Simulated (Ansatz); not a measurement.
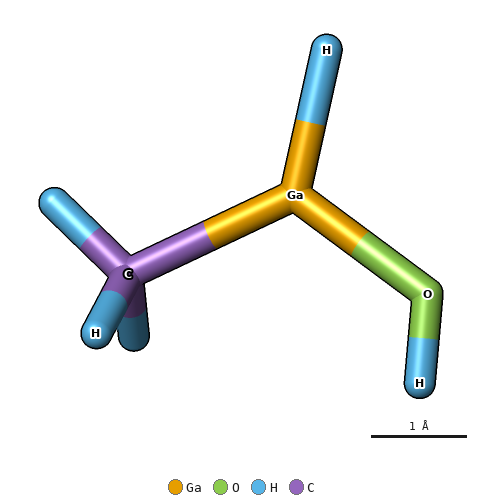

*The input geometry (stick view, seen at a tilt). Sticks mark near contacts.*

Bond lengths as drawn: C–Ga 1.98 Å, C–H 1.09 Å, Ga–H 1.57 Å, Ga–O 1.78 Å and H–O 0.94 Å.

## Nudged elastic band, with input and output: CH5GaO

CH5GaO, computed with RHF/def2-SVP (Ansatz 0.2.0).

It belongs to a series of runs on one base structure; here: band between the two ends.

**The program's output**
```
Engine: ansatz 0.2.0, aarch64-unknown-linux-gnu
Functional definition: HF
  exchange = exact_x
  correlation = 0
913 factors; integrals over basis functions are off by at most 3.6e-4 eV
mean field evaluation 1: about -55468.8798 eV, gradient 4.1e1 eV
mean field evaluation 2: about -55468.9138 eV, gradient 4.1e1 eV
mean field evaluation 4: about -55472.4436 eV, gradient 3.2e0 eV
mean field evaluation 8: about -55472.4806 eV, gradient 1.3e-4 eV
mean field -55472.48064607 eV, -2038.5760631450 hartree, gradient 2.0e-5 eV, S^2 0.000000; 0 other end points of the search recorded, 0 dependent functions left out
the calculation of the forces begins
reference -55472.48064607 eV, -2038.5760631450 hartree; 25, 25 occupied and 60, 60 virtual orbitals, 913 factors
915 factors; integrals over basis functions are off by at most 1.4e-3 eV
mean field evaluation 16: about -55471.4624 eV, gradient 8.0e-1 eV
mean field -55471.46599261 eV, -2038.5387753182 hartree, gradient 1.6e-5 eV, S^2 0.000000; 0 other end points of the search recorded, 0 dependent functions left out
[... from here on the field's lines of each further geometry are left out, up to the last ...]
NEB iter   1: max|band force component| = 2.570e1 eV/Å  barrier→ = 5.7968 eV  barrier← = 4.7821 eV  Δτ_max = 0.2000 Å  (315 SCF iters)
NEB iter   2: max|band force component| = 2.700e0 eV/Å  barrier→ = 4.5465 eV  barrier← = 3.5318 eV  Δτ_max = 0.2000 Å  (248 SCF iters)
NEB iter   3: max|band force component| = 3.365e0 eV/Å  barrier→ = 4.0794 eV  barrier← = 3.0648 eV  Δτ_max = 0.1043 Å  (230 SCF iters)
NEB iter   4: max|band force component| = 2.010e0 eV/Å  barrier→ = 3.8265 eV  barrier← = 2.8118 eV  Δτ_max = 0.0995 Å  (226 SCF iters)
NEB iter   5: max|band force component| = 1.184e0 eV/Å  barrier→ = 3.6573 eV  barrier← = 2.6426 eV  Δτ_max = 0.0999 Å  (227 SCF iters)
NEB iter   6: max|band force component| = 6.418e-1 eV/Å  barrier→ = 3.5204 eV  barrier← = 2.5057 eV  Δτ_max = 0.1931 Å  (229 SCF iters)
NEB iter   7: max|band force component| = 7.654e-1 eV/Å  barrier→ = 3.4918 eV  barrier← = 2.4772 eV  Δτ_max = 0.0998 Å  (232 SCF iters)
NEB iter   8: max|band force component| = 8.369e-1 eV/Å  barrier→ = 3.3565 eV  barrier← = 2.3418 eV  Δτ_max = 0.0505 Å  (231 SCF iters)
NEB iter   9: max|band force component| = 5.116e-1 eV/Å  barrier→ = 3.3135 eV  barrier← = 2.2988 eV  Δτ_max = 0.0506 Å  (235 SCF iters)
NEB iter  10: max|band force component| = 2.001e0 eV/Å  barrier→ = 3.2339 eV  barrier← = 2.2193 eV  CI = image 4  Δτ_max = 0.0502 Å  (236 SCF iters)
NEB iter  11: max|band force component| = 1.149e0 eV/Å  barrier→ = 3.3703 eV  barrier← = 2.3557 eV  CI = image 4  Δτ_max = 0.0988 Å  (234 SCF iters)
NEB iter  12: max|band force component| = 2.459e-1 eV/Å  barrier→ = 3.4236 eV  barrier← = 2.4089 eV  CI = image 4  Δτ_max = 0.1923 Å  (232 SCF iters)
NEB iter  13: max|band force component| = 1.932e-1 eV/Å  barrier→ = 3.4222 eV  barrier← = 2.4075 eV  CI = image 4  Δτ_max = 0.0911 Å  (235 SCF iters)
NEB iter  14: max|band force component| = 3.003e-1 eV/Å  barrier→ = 3.4213 eV  barrier← = 2.4066 eV  CI = image 4  Δτ_max = 0.0429 Å  (233 SCF iters)
NEB iter  15: max|band force component| = 7.269e-2 eV/Å  barrier→ = 3.4207 eV  barrier← = 2.4060 eV  CI = image 4  Δτ_max = 0.0153 Å  (233 SCF iters)
the calculation of the forces begins
reference -55471.44602766 eV, -2038.5380416200 hartree; 25, 25 occupied and 60, 60 virtual orbitals, 914 factors
914 factors; integrals over basis functions are off by at most 8.1e-4 eV
mean field evaluation 928: about -55469.0601 eV, gradient 9.8e-2 eV
mean field -55469.06024495 eV, -2038.4503657224 hartree, gradient 2.3e-5 eV, S^2 0.000000; 1 other end points of the search recorded, 0 dependent functions left out
the calculation of the forces begins
reference -55469.06024495 eV, -2038.4503657224 hartree; 25, 25 occupied and 60, 60 virtual orbitals, 914 factors
NEB iter  16: max|band force component| = 2.558e-2 eV/Å  barrier→ = 3.4204 eV  barrier← = 2.4057 eV  CI = image 4  Δτ_max = 0.0000 Å  (453 SCF iters)
```

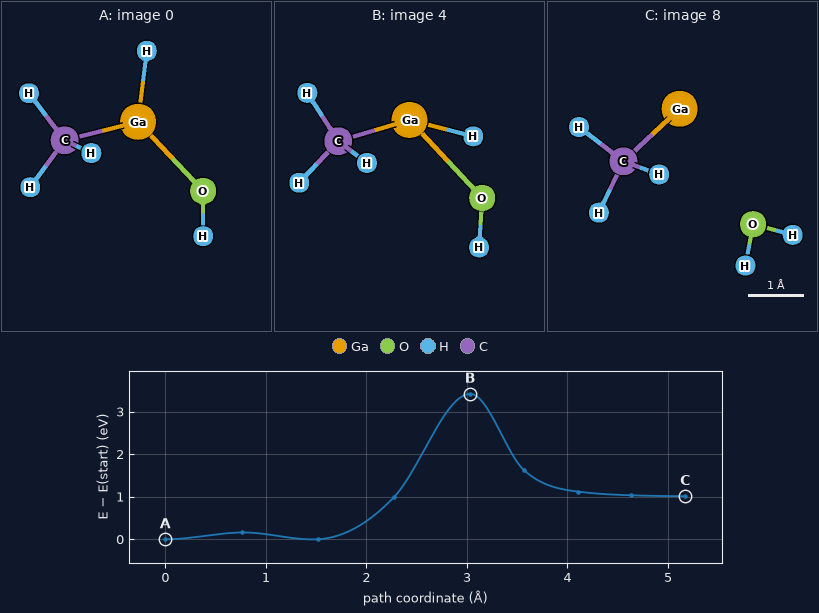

*Images of the last band (counted from 0; ball-and-stick, seen at a tilt) above the energy along the path; the line is a cubic interpolation that uses the forces.*

The highest image is number 4, 3.420 eV above the start and 2.406 eV above the end (the climbing image); the end lies 1.015 eV above the start. The path is 5.17 Å long. The band converged in 16 iterations.

```
Total energy: -55469.06024495 eV, -2038.4503657224 hartree
Atom 0 at     0.305250    -0.011346    -0.556353 Å, force    -0.002821     0.005135     0.003949 eV/Å
Atom 1 at     0.733474     0.147646     1.372461 Å, force     0.007586    -0.019481    -0.002816 eV/Å
Atom 2 at     0.540320    -0.378900     2.141377 Å, force    -0.008491     0.010780     0.007659 eV/Å
Atom 3 at     1.661686    -0.142759     0.387595 Å, force     0.003395     0.005797    -0.007725 eV/Å
Atom 4 at    -1.629808     0.023691    -1.007993 Å, force     0.000469     0.003935     0.004800 eV/Å
Atom 5 at    -2.100625    -0.912590    -0.692593 Å, force    -0.003347    -0.003383    -0.001028 eV/Å
Atom 6 at    -2.118268     0.840890    -0.469808 Å, force     0.002401    -0.002011    -0.002026 eV/Å
Atom 7 at    -1.808429     0.151965    -2.076984 Å, force     0.000809    -0.000772    -0.002812 eV/Å
Dipole moment:    -0.291280    -0.234635    -0.035251 e Å
this run last wrote the band of iteration 16 to [file]
```

**The last band as extended XYZ (Å, eV, eV/Å)**
```
8
Properties=species:S:1:pos:R:3:forces:R:3 image=0 energy=-55472.48065
Ga    0.3711   -0.0132   -0.0937    0.0187   0.0061  -0.0212
O     0.5860   -0.1324    1.6712   -0.0095  -0.0015  -0.0046
H    -0.1571   -0.1923    2.2486   -0.0001   0.0002   0.0050
H     1.7236    0.0765   -0.8803   -0.0059  -0.0020   0.0083
C    -1.4600   -0.0049   -0.8553   -0.0069  -0.0051   0.0155
H    -1.9861   -0.9305   -0.6049   -0.0006   0.0030  -0.0009
H    -2.0468    0.8220   -0.4460   -0.0001  -0.0014   0.0000
H    -1.4470    0.0934   -1.9419    0.0043   0.0007  -0.0021
8
Properties=species:S:1:pos:R:3:forces:R:3 image=1 energy=-55472.31889
Ga    0.2876   -0.0088   -0.0575    0.0016  -0.0069  -0.0029
O     0.3916    0.2302    1.7077    0.0262   0.0009  -0.0024
H     0.2901   -0.4016    2.3980   -0.0396   0.0011  -0.0031
H     1.6672   -0.1646   -0.7959    0.0007   0.0081  -0.0125
C    -1.4959    0.0179   -0.9180    0.0057   0.0110   0.0070
H    -1.9956   -0.9462   -0.7837    0.0020  -0.0064   0.0050
H    -2.1323    0.7801   -0.4627    0.0040  -0.0047   0.0025
H    -1.4292    0.2117   -1.9902   -0.0006  -0.0032   0.0065
8
Properties=species:S:1:pos:R:3:forces:R:3 image=2 energy=-55472.47922
Ga    0.2222   -0.0622   -0.0561   -0.0120  -0.0331   0.0880
O     0.0612    0.0077    1.7176   -0.1007  -0.0663   0.0666
H     0.8001   -0.2003    2.2638    0.0607   0.0742   0.0507
H     1.7054   -0.2357   -0.5471   -0.0402   0.0004  -0.1909
C    -1.5270    0.0442   -0.9663   -0.0067   0.0257   0.0301
H    -2.0749   -0.8764   -0.7449    0.0005  -0.0018  -0.0222
H    -2.0962    0.8643   -0.5213   -0.0021  -0.0014  -0.0268
H    -1.5072    0.1771   -2.0480    0.1006   0.0023   0.0045
8
Properties=species:S:1:pos:R:3:forces:R:3 image=3 energy=-55471.48536
Ga    0.2849   -0.0209   -0.2472   -0.0781  -0.0469   1.2082
O     0.3476    0.2449    1.5322   -1.4852   0.4111   0.5995
H     0.5975   -0.4056    2.1622    0.2164  -0.0571   0.0870
H     1.8150   -0.2358   -0.1097    0.5855  -0.3379  -1.8896
C    -1.5700    0.0333   -1.0008    0.2341   0.0211   0.0244
H    -2.0631   -0.8987   -0.6988    0.1444   0.0323  -0.0122
H    -2.0892    0.8378   -0.4699    0.1140  -0.0226  -0.0279
H    -1.7391    0.1636   -2.0703    0.2690   0.0000   0.0106
8
Properties=species:S:1:pos:R:3:forces:R:3 image=4 energy=-55469.06025
Ga    0.3053   -0.0113   -0.5564   -0.0028   0.0051   0.0039
O     0.7335    0.1476    1.3725    0.0076  -0.0195  -0.0028
H     0.5403   -0.3789    2.1414   -0.0085   0.0108   0.0077
H     1.6617   -0.1428    0.3876    0.0034   0.0058  -0.0077
C    -1.6298    0.0237   -1.0080    0.0005   0.0039   0.0048
H    -2.1006   -0.9126   -0.6926   -0.0033  -0.0034  -0.0010
H    -2.1183    0.8409   -0.4698    0.0024  -0.0020  -0.0020
H    -1.8084    0.1520   -2.0770    0.0008  -0.0008  -0.0028
8
Properties=species:S:1:pos:R:3:forces:R:3 image=5 energy=-55470.85521
Ga    0.3212   -0.0215   -0.8620    0.0832  -0.0426  -1.3484
O     0.8312    0.1667    1.3091    0.4121   0.0191  -0.2491
H     0.6431   -0.3782    2.0684    0.4048  -0.0757  -0.3124
H     1.5952   -0.1257    0.7769   -0.3104   0.0426   1.7857
C    -1.6721    0.0196   -0.9944   -0.1719   0.0297   0.0428
H    -2.1239   -0.9235   -0.6727   -0.1009  -0.0180   0.0273
H    -2.1488    0.8440   -0.4606   -0.1184   0.0375   0.0341
H    -1.8623    0.1371   -2.0670   -0.1984   0.0075   0.0200
8
Properties=species:S:1:pos:R:3:forces:R:3 image=6 energy=-55471.35848
Ga    0.3525   -0.0032   -1.1820    0.0222   0.0060  -0.2067
O     0.8309    0.1247    1.2647   -0.0040  -0.0389  -0.0258
H     0.5860   -0.3460    2.0497   -0.0432   0.0087  -0.0092
H     1.7439   -0.0630    1.0986    0.0938   0.0224   0.2145
C    -1.6848    0.0040   -1.0242   -0.0059  -0.0008  -0.0232
H    -2.0881   -0.9380   -0.6333    0.0182   0.0039   0.0206
H    -2.0991    0.8232   -0.4267    0.0396  -0.0013   0.0198
H    -2.0578    0.1169   -2.0492   -0.1207  -0.0001   0.0101
8
Properties=species:S:1:pos:R:3:forces:R:3 image=7 energy=-55471.44603
Ga    0.3877    0.0581   -1.3827    0.0062   0.0084  -0.0295
O     0.8227    0.0175    1.1243   -0.0006  -0.0165  -0.0191
H     0.3532   -0.2683    1.8955   -0.0344   0.0123  -0.0227
H     1.7466   -0.0591    1.3154    0.0005   0.0003   0.0307
C    -1.6337    0.0007   -1.0057    0.0073   0.0020   0.0043
H    -1.9496   -0.9438   -0.5453    0.0202  -0.0019   0.0137
H    -1.9652    0.8157   -0.3514    0.0196  -0.0014   0.0106
H    -2.1782    0.0977   -1.9525   -0.0188  -0.0031   0.0121
8
Properties=species:S:1:pos:R:3:forces:R:3 image=8 energy=-55471.46599
Ga    0.4289    0.1121   -1.4835    0.0020  -0.0005   0.0055
O     0.7964   -0.0772    0.9847   -0.0028  -0.0008   0.0004
H     0.1234   -0.1637    1.6453    0.0036   0.0000   0.0021
H     1.6345   -0.0988    1.4234   -0.0028   0.0007  -0.0019
C    -1.5586    0.0024   -0.9438   -0.0024   0.0008  -0.0156
H    -1.7868   -0.9354   -0.4212    0.0035  -0.0010   0.0014
H    -1.8465    0.8291   -0.2818    0.0039   0.0010   0.0021
H    -2.2076    0.0501   -1.8254   -0.0049  -0.0004   0.0059
```

The run was set up as follows.

**Input file**
```yaml
crystal:
  periodic: [false, false, false]
  atoms:
    - { symbol: Ga, position_ang: [0.371104, -0.013151, -0.093721] }
    - { symbol: O, position_ang: [0.58596, -0.132396, 1.671156] }
    - { symbol: H, position_ang: [-0.157113, -0.192296, 2.248646] }
    - { symbol: H, position_ang: [1.723569, 0.076455, -0.880291] }
    - { symbol: C, position_ang: [-1.460024, -0.004934, -0.855292] }
    - { symbol: H, position_ang: [-1.986052, -0.930522, -0.60494] }
    - { symbol: H, position_ang: [-2.046805, 0.822032, -0.445974] }
    - { symbol: H, position_ang: [-1.447038, 0.093409, -1.941883] }
basis:
  gaussian: { orbitals: def2-SVP }
hamiltonian:
  xc: hf
neb:
  order_check: false
  images: 7
  f_tol: 0.05
  max_iterations: 60
  final_atoms:
    - { symbol: Ga, position_ang: [0.42886111, 0.11214061, -1.48345531] }
    - { symbol: O, position_ang: [0.79641956, -0.07724818, 0.98465057] }
    - { symbol: H, position_ang: [0.12343665, -0.16372364, 1.64525907] }
    - { symbol: H, position_ang: [1.63448621, -0.09880683, 1.4234201] }
    - { symbol: C, position_ang: [-1.55862846, 0.00242093, -0.94379475] }
    - { symbol: H, position_ang: [-1.78684162, -0.93534997, -0.42116834] }
    - { symbol: H, position_ang: [-1.84650188, 0.82911263, -0.28177097] }
    - { symbol: H, position_ang: [-2.20763057, 0.05005145, -1.82543936] }
  initial_path:
    images:
      - { positions_ang: [[0.371104, -0.013151, -0.093721], [0.58596, -0.132396, 1.671156], [-0.157113, -0.192296, 2.248646], [1.723569, 0.076455, -0.880291], [-1.460024, -0.004934, -0.855292], [-1.986052, -0.930522, -0.60494], [-2.046805, 0.822032, -0.445974], [-1.447038, 0.093409, -1.941883]] }
      - { positions_ang: [[0.27847811, -0.01026134, -0.07091122], [0.76123222, -0.10068259, 1.63230112], [-0.02326443, -0.21532862, 2.15072876], [1.73187768, 0.0556846, -0.60576663], [-1.52465195, -0.00282954, -0.88765525], [-2.05959898, -0.92925854, -0.64200583], [-2.11479146, 0.83773245, -0.50359446], [-1.4656802, 0.08354057, -1.9753955]] }
      - { positions_ang: [[0.18585222, -0.00737168, -0.04810144], [0.93650445, -0.06896917, 1.59344624], [0.11058414, -0.23836123, 2.05281152], [1.74018637, 0.0349142, -0.33124225], [-1.5892799, -0.00072508, -0.9200185], [-2.13314596, -0.92799508, -0.67907165], [-2.18277793, 0.8534329, -0.56121492], [-1.48432239, 0.07367214, -2.008908]] }
      - { positions_ang: [[0.09322634, -0.00448202, -0.02529166], [1.11177667, -0.03725576, 1.55459136], [0.24443271, -0.26139385, 1.95489428], [1.74849505, 0.0141438, -0.05671788], [-1.65390786, 0.00137938, -0.95238175], [-2.20669294, -0.92673162, -0.71613748], [-2.25076439, 0.86913335, -0.61883538], [-1.50296459, 0.06380371, -2.0424205]] }
      - { positions_ang: [[0.00060045, -0.00159235, -0.00248188], [1.28704889, -0.00554234, 1.51573647], [0.37828128, -0.28442647, 1.85697704], [1.75680373, -0.0066266, 0.2178065], [-1.71853581, 0.00348385, -0.984745], [-2.28023991, -0.92546816, -0.7532033], [-2.31875085, 0.8848338, -0.67645584], [-1.52160678, 0.05393528, -2.075933]] }
      - { positions_ang: [[0.10766561, 0.02684089, -0.37272524], [1.16439156, -0.0234688, 1.382965], [0.31457012, -0.25425076, 1.80404755], [1.72622435, -0.02967165, 0.5192099], [-1.67855897, 0.00321812, -0.97450744], [-2.15689034, -0.92793862, -0.67019456], [-2.20068861, 0.87090351, -0.57778462], [-1.69311273, 0.05296432, -2.01330959]] }
      - { positions_ang: [[0.21473078, 0.05527413, -0.74296859], [1.04173423, -0.04139526, 1.25019352], [0.25085897, -0.22407506, 1.75111806], [1.69564497, -0.05271671, 0.8206133], [-1.63858213, 0.00295239, -0.96426988], [-2.03354077, -0.93040907, -0.58718582], [-2.08262637, 0.85697322, -0.47911341], [-1.86461868, 0.05199336, -1.95068618]] }
      - { positions_ang: [[0.32179594, 0.08370737, -1.11321195], [0.91907689, -0.05932172, 1.11742205], [0.18714781, -0.19389935, 1.69818856], [1.66506559, -0.07576177, 1.1220167], [-1.59860529, 0.00268666, -0.95403231], [-1.91019119, -0.93287952, -0.50417708], [-1.96456412, 0.84304292, -0.38044219], [-2.03612462, 0.0510224, -1.88806277]] }
      - { positions_ang: [[0.42886111, 0.11214061, -1.48345531], [0.79641956, -0.07724818, 0.98465057], [0.12343665, -0.16372364, 1.64525907], [1.63448621, -0.09880683, 1.4234201], [-1.55862846, 0.00242093, -0.94379475], [-1.78684162, -0.93534997, -0.42116834], [-1.84650188, 0.82911263, -0.28177097], [-2.20763057, 0.05005145, -1.82543936]] }
```

Command:
```bash
ansatz run input.yaml --threads 1 --pin off --max-ram 2048MiB --backend cpu --events-out ev --progress --plain --runs-dir out
```

**Key numbers**

- outcome: converged
- barrier, forward: 3.420 eV
- barrier, backward: 2.406 eV
- hardware: 1 thread of Arm Neoverse V1, 24 GiB of memory available, shared host
- wall time: 3 min
- peak memory: 0.16 GiB

**Notes**

The order of the saddle point was not checked.
